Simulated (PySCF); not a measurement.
# C₄H₈BN: electronic excitations and core binding energies

Wanted: the electronic excitations and core binding energies of C₄H₈BN (`NB1CC=CC1`), by calculation.

Computed with PySCF 2.14.0, with density-fitted response routines of our own, on a single molecule in the gas phase. Atoms are numbered from 0 throughout.

## (1) The starting structure

14 atoms, charge 0, multiplicity 1; geometry from: GFN2-xTB.

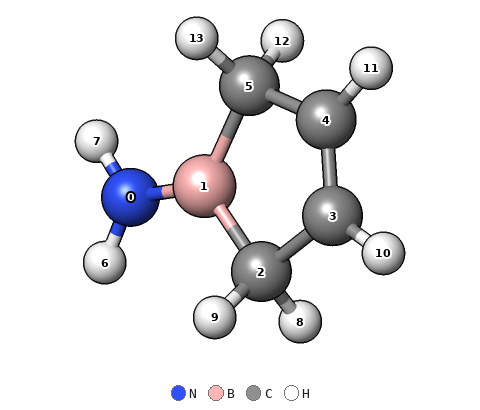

The starting geometry (nitrogen blue, boron pink, carbon grey, hydrogen white), atoms numbered; sticks join atoms by distance.

## (2) TDDFT and polarisability: PBE0/def2-SVPD

The job: settings as JSON, then the geometry in Å.

```
{"job": {"kind": "uv", "xc": "PBE0", "basis": "def2-SVPD", "nstates": 8, "ntriplets": 3}, "charge": 0, "multiplicity": 1}
N      2.143643     0.213094    -0.233989
B      0.777953     0.079119    -0.087562
C     -0.038189    -1.289862    -0.019609
C     -1.452993    -0.810112     0.153216
C     -1.581881     0.506512     0.185340
C     -0.287289     1.259468     0.045998
H      2.774752    -0.566780    -0.314211
H      2.617533     1.099888    -0.271448
H      0.247417    -1.943387     0.809611
H      0.046509    -1.901723    -0.922262
H     -2.270571    -1.510290     0.240952
H     -2.520246     1.028814     0.299136
H     -0.130980     1.908205     0.912536
H     -0.326337     1.926583    -0.819873
```

Level: TDDFT PBE0/def2-SVPD, vertical, gas phase, core orbitals frozen in the response.

Command:

```console
OMP_NUM_THREADS=1 python probes_run.py task.json out
```

This one command runs all jobs of the session in turn.

The program printed:

```text
coarse grid: 11456 points
cycle   1  E = -236.3364895740  dE =  7.402e-01  |g| = 5.025e-01  |ddm| = 7.170e+00
cycle   2  E = -236.3147668366  dE =  2.172e-02  |g| = 5.905e-01  |ddm| = 1.966e+00
cycle   3  E = -236.4049860463  dE = -9.022e-02  |g| = 2.934e-02  |ddm| = 1.050e+00
cycle   4  E = -236.4051854670  dE = -1.994e-04  |g| = 9.655e-03  |ddm| = 1.214e-01
cycle   5  E = -236.4052018983  dE = -1.643e-05  |g| = 5.435e-03  |ddm| = 2.709e-02
cycle   6  E = -236.4052085496  dE = -6.651e-06  |g| = 6.128e-04  |ddm| = 7.280e-03
final grid: 110008 points
cycle   7  E = -236.4353383284  dE = -3.176e-05  |g| = 7.873e-03  |ddm| = 1.397e-01
cycle   8  E = -236.4353323488  dE =  5.980e-06  |g| = 9.353e-03  |ddm| = 3.422e-02
cycle   9  E = -236.4353545303  dE = -2.218e-05  |g| = 2.743e-04  |ddm| = 1.728e-02
cycle  10  E = -236.4353545434  dE = -1.313e-08  |g| = 1.569e-04  |ddm| = 8.275e-04
cycle  11  E = -236.4353545488  dE = -5.324e-09  |g| = 4.362e-05  |ddm| = 2.768e-04
cycle  12  E = -236.4353545492  dE = -4.214e-10  |g| = 1.009e-05  |ddm| = 9.599e-05
converged SCF energy = -236.4353545492

Static polarisability (au): isotropic 65.994, principal 49.251 74.315 74.416

Singlet excitations
state   eV       nm        f      main configurations
  1   6.0350    205.4   0.00015   H->L 0.96
  2   6.2177    199.4   0.00000   H->L+1 0.99
  3   6.7858    182.7   0.00531   H->L+3 0.94
  4   7.1118    174.3   0.00001   H-1->L+1 0.99
  5   7.1654    173.0   0.17997   H->L+2 0.82, H-1->L 0.13
  6   7.2948    170.0   0.00005   H->L+4 0.96
  7   7.3157    169.5   0.08842   H-1->L 0.86, H->L+2 0.12
  8   7.4288    166.9   0.04029   H-2->L 0.93

Triplet excitations (Tamm-Dancoff, eV): 4.3845 5.9582 5.9697
```

Run time: 21 s. Hardware: 1 thread of Arm Neoverse V2, shared host; peak memory 0.67 GiB.

The orbitals next to the gap, with their largest atomic shares:

| orbital | eV | atoms |
| --- | --- | --- |
| HOMO−3 | -9.38 | C2 19 %, C5 19 %, C4 17 % |
| HOMO−2 | -8.45 | N0 64 %, B1 15 %, H7 6 % |
| HOMO−1 | -8.05 | B1 24 %, C2 23 %, C5 22 % |
| HOMO | -6.64 | C4 33 %, C3 33 %, C2 8 % |
| LUMO | 0.32 | B1 49 %, H6 12 %, H7 12 % |
| LUMO+1 | 0.85 | B1 35 %, N0 17 %, C5 13 % |
| LUMO+2 | 0.99 | C3 33 %, C4 33 %, C5 6 % |

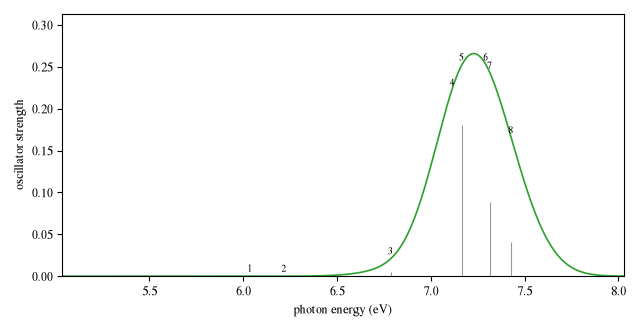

Absorption spectrum from the 8 singlet states computed; above the last one it falls off for lack of states. Lines are broadened to a width of 0.40 eV (Gaussian).

Ground-state properties from the same run:

| property | computed |
| --- | --- |
| dipole moment (D) | 1.97 |
| polarisability (Å³) | 9.78 |
| HOMO–LUMO gap (eV) | 6.96 |
| −ε(HOMO) (eV) | 6.64 |

## (3) X-ray photoelectron lines: SCAN, X2C

Same as in step 2 but for these lines:

```diff
@@ -1,2 +1,2 @@
-{"job": {"kind": "uv", "xc": "PBE0", "basis": "def2-SVPD", "nstates": 8, "ntriplets": 3}, "charge": 0, "multiplicity": 1}
+{"job": {"kind": "xps"}, "charge": 0, "multiplicity": 1}
 N      2.143643     0.213094    -0.233989
```

Level: delta-SCF UKS SCAN, pcX-2 on the ionised atom, pcseg-1 elsewhere, spin-free X2C.

The program printed:

```text
ground state, core basis on atom 0 (N), 155 functions
  cycle   1  E = -236.71997810  |g| = 6.50e-01
  cycle   2  E = -236.63070841  |g| = 8.80e-01
  cycle   3  E = -236.83149377  |g| = 5.52e-02
  cycle   4  E = -236.83204617  |g| = 2.73e-02
  cycle   5  E = -236.83218004  |g| = 1.39e-02
  cycle   6  E = -236.83222237  |g| = 2.23e-03
  cycle   7  E = -236.83222419  |g| = 1.11e-03
  cycle   8  E = -236.83222369  |g| = 4.30e-04
  E(ground) = -236.84250739 Eh
hole in N 1s of atom 0
  cycle   1  E = -221.25070781  |g| = 1.86e+00
  cycle   2  E = -219.02416008  |g| = 2.39e+00
  cycle   3  E = -221.57874895  |g| = 8.10e-01
  cycle   4  E = -221.91182132  |g| = 2.49e-01
  cycle   5  E = -221.94013931  |g| = 9.36e-02
  cycle   6  E = -221.94427650  |g| = 1.83e-02
  cycle   7  E = -221.94443003  |g| = 7.13e-03
  cycle   8  E = -221.94445430  |g| = 2.95e-03
  cycle   9  E = -221.94445691  |g| = 2.05e-03
  cycle  10  E = -221.94445968  |g| = 3.77e-04
  E(ion) = -221.95384203 Eh   <S^2> = 0.7635   hole on atom = 1.000   binding energy = 405.141 eV
ground state, core basis on atom 1 (B), 155 functions
  cycle   1  E = -236.81449353  |g| = 4.94e-02
  cycle   2  E = -236.81443959  |g| = 2.81e-02
  cycle   3  E = -236.81459327  |g| = 1.47e-02
  cycle   4  E = -236.81464880  |g| = 3.00e-03
  cycle   5  E = -236.81465126  |g| = 5.78e-04
  cycle   6  E = -236.81465113  |g| = 2.98e-04
  E(ground) = -236.82760730 Eh
hole in B 1s of atom 1
  cycle   1  E = -229.23207298  |g| = 1.18e+00
  cycle   2  E = -227.35027238  |g| = 1.99e+00
  cycle   3  E = -229.41703360  |g| = 6.12e-01
  cycle   4  E = -229.57191704  |g| = 3.69e-01
  cycle   5  E = -229.62873410  |g| = 1.51e-01
  cycle   6  E = -229.63858501  |g| = 5.28e-02
  cycle   7  E = -229.64016630  |g| = 9.80e-03
  cycle   8  E = -229.64026852  |g| = 5.49e-03
  cycle   9  E = -229.64031292  |g| = 3.79e-03
  cycle  10  E = -229.64033659  |g| = 2.15e-03
  cycle  11  E = -229.64035128  |g| = 1.33e-03
  cycle  12  E = -229.64035191  |g| = 8.14e-04
  cycle  13  E = -229.64035328  |g| = 1.72e-04
  E(ion) = -229.65414860 Eh   <S^2> = 0.8018   hole on atom = 1.000   binding energy = 195.200 eV
ground state, core basis on atom 2 (C), 155 functions
  cycle   1  E = -236.81869950  |g| = 5.67e-02
  cycle   2  E = -236.81867099  |g| = 1.69e-02
  cycle   3  E = -236.81863213  |g| = 2.09e-02
  cycle   4  E = -236.81873622  |g| = 3.83e-03
  cycle   5  E = -236.81874043  |g| = 4.84e-04
  E(ground) = -236.83150040 Eh
hole in C 1s of atom 2
  cycle   1  E = -225.61093740  |g| = 1.51e+00
  cycle   2  E = -224.90313656  |g| = 1.83e+00
  cycle   3  E = -226.09159388  |g| = 4.24e-01
  cycle   4  E = -226.11985227  |g| = 3.25e-01
  cycle   5  E = -226.17604514  |g| = 5.57e-02
  cycle   6  E = -226.17714871  |g| = 2.73e-02
  cycle   7  E = -226.17747896  |g| = 9.83e-03
  cycle   8  E = -226.17752701  |g| = 4.07e-03
  cycle   9  E = -226.17753898  |g| = 1.58e-03
  cycle  10  E = -226.17754480  |g| = 1.10e-03
  cycle  11  E = -226.17755084  |g| = 8.05e-04
  cycle  12  E = -226.17755502  |g| = 5.73e-04
  cycle  13  E = -226.17755624  |g| = 2.80e-04
  E(ion) = -226.18909580 Eh   <S^2> = 0.7682   hole on atom = 1.000   binding energy = 289.595 eV
ground state, core basis on atom 3 (C), 155 functions
  cycle   1  E = -236.82127278  |g| = 5.93e-02
  cycle   2  E = -236.82105463  |g| = 3.68e-02
  cycle   3  E = -236.82104097  |g| = 3.68e-02
  cycle   4  E = -236.82137417  |g| = 8.17e-03
  cycle   5  E = -236.82139315  |g| = 3.83e-04
  E(ground) = -236.83411691 Eh
hole in C 1s of atom 3
  cycle   1  E = -225.60081404  |g| = 1.51e+00
  cycle   2  E = -224.39278360  |g| = 2.08e+00
  cycle   3  E = -226.06543218  |g| = 4.79e-01
  cycle   4  E = -226.13113987  |g| = 3.22e-01
  cycle   5  E = -226.17534012  |g| = 1.10e-01
  cycle   6  E = -226.18074560  |g| = 2.80e-02
  cycle   7  E = -226.18120690  |g| = 8.96e-03
  cycle   8  E = -226.18130031  |g| = 4.68e-03
  cycle   9  E = -226.18133210  |g| = 3.38e-03
  cycle  10  E = -226.18135063  |g| = 2.25e-03
  cycle  11  E = -226.18135604  |g| = 6.58e-04
  cycle  12  E = -226.18135657  |g| = 3.40e-04
  E(ion) = -226.19363421 Eh   <S^2> = 0.7979   hole on atom = 1.000   binding energy = 289.542 eV
```

Wall time 40 s (1 thread of Arm Neoverse V2, shared host); peak memory 0.48 GiB.

Binding energies by hole, beside the orbital energy of the ground state; the difference holds orbital relaxation and, for a density functional, its self-interaction error:

| hole | stands for | environment | ΔSCF (eV) | −ε (eV) | ⟨S²⟩ |
| --- | --- | --- | --- | --- | --- |
| N1s on N0 | N0 | nitrogen bonded to B, 2 H | 405.14 | 385.8 | 0.763 |
| B1s on B1 | B1 | boron bonded to 2 C, N, in a 5-membered ring | 195.20 | 179.4 | 0.802 |
| C1s on C2 | C2, C5 | allylic sp3 CH2 bonded to B | 289.59 | 272.6 | 0.768 |
| C1s on C3 | C3, C4 | alkene CH | 289.54 | 273.0 | 0.798 |

Each hole run stands for the others of its class of like atoms.

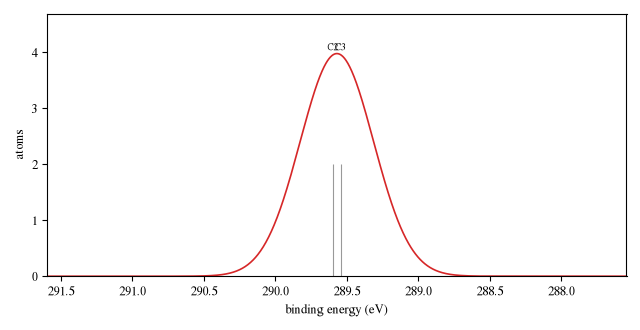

The C1s photoelectron lines, weighted by the number of atoms. Lines are broadened to a width of 0.60 eV (Gaussian).

## (4) Results

| quantity | value |
| --- | --- |
| lowest singlet (PBE0/def2-SVPD) | 6.04 eV (205 nm), f = 0.000 |
| brightest single state of those computed | state 5, 7.17 eV, f = 0.180 |
| lowest triplet | 4.38 eV |
| C1s binding energies, SCAN/pcX-2 | C2 289.59, C3 289.54 eV |
| N1s binding energies, SCAN/pcX-2 | N0 405.14 eV |
| B1s binding energies, SCAN/pcX-2 | B1 195.20 eV |

What this shows: The lowest singlet, at 6.04 eV, is HOMO→LUMO 0.96 and is dark; of the 8 states computed, the strongest absorption comes from state 5 at 7.17 eV. The lowest triplet lies 1.65 eV below the lowest singlet (triplets in Tamm-Dancoff, singlets in full TDDFT). States above −ε(HOMO) lie where TDDFT describes them poorly and they hang on the basis; the brightest is among them. The C1s levels computed lie within 0.05 eV of one another, too close to rank.
